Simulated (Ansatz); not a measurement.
# A small benchmark: atomisation enthalpy at 298 K

8 molecules with halogens; the atomisation enthalpy at 298 K in kJ/mol, computed less measured. Shapes, held fixed at every level: PBE0-D4/def2-TZVP. Thermal terms are harmonic and unscaled (PBE0-D4/def2-TZVP); the spin-orbit lowering of the free atoms is taken from their spectra. Programs: Ansatz 0.2.0. Measured values: Active Thermochemical Tables, CRC Handbook of Chemistry and Physics, NIST-JANAF tables.

Levels: A = B3LYP-D4/def2-TZVPP; B = wB97M-V/def2-TZVPP; C = CCSD/def2-TZVPP.

| molecule | from tabulated heats | A | B | C |
| --- | --- | --- | --- | --- |
| BBr2F (SMILES FB(Br)Br) | 1388 | -24 | -9 | -81 |
| SbBr3 (antimony bromide) | 792 | 0 | -27 | -104 |
| CHFO (formyl fluoride) | 1646 | -6 | +4 | -95 |
| CH2ClF (chlorofluoromethane) | 1617 | -10 | +6 | -79 |
| CH3I (methyl iodide) | 1463 | -9 | -13 | -59 |
| CHI3 (SMILES IC(I)I) | 1004 | +3 | -6 | -66 |
| SiI4 (SMILES I[Si](I)(I)I) | 987 | -34 | -34 | -106 |
| SF6 (SMILES FS(F)(F)(F)(F)F) | 1974 | -79 | +6 | -191 |

Task: Which level does best on this set, which worst, and which err to one side?

Result: 
```tsv
level	kind	mean error	mean absolute error	worst case
B3LYP-D4/def2-TZVPP	global hybrid	-19.9	20.6	SF6
wB97M-V/def2-TZVPP	range-separated hybrid	-9.1	13.1	SiI4
CCSD/def2-TZVPP	coupled cluster or CI	-97.6	97.6	SF6
```

On this set wB97M-V/def2-TZVPP has the smallest mean absolute error and CCSD/def2-TZVPP the largest. B3LYP-D4/def2-TZVPP is too low in 6 of 8; CCSD/def2-TZVPP is too low in 8 of 8. The heats of SbBr3, SiI4 come from older tables and can be uncertain by 10 kJ/mol or more. The molecules' own spin-orbit binding is left out, so errors for heavy halides read too negative. The tabulated values of BBr2F, CHI3 are in doubt (older tables, estimates, or at odds with other calculations) and kept here. Over the 6 molecules whose values aren't doubted the mean absolute errors are A 23.0; B 15.0; C 105.7. Correlated wave functions converge slowly with the basis. CCSD also lacks the triples, which bind further. For atoms past krypton def2 sets carry core potentials with scalar relativity. Relativity is left out for Br. Outer-core shells of Br, I, Sb are correlated, in sets that cover them unevenly. The set is small.

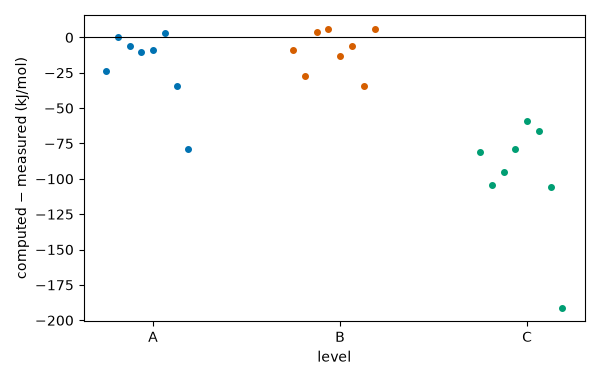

Errors of each level, one point a molecule.
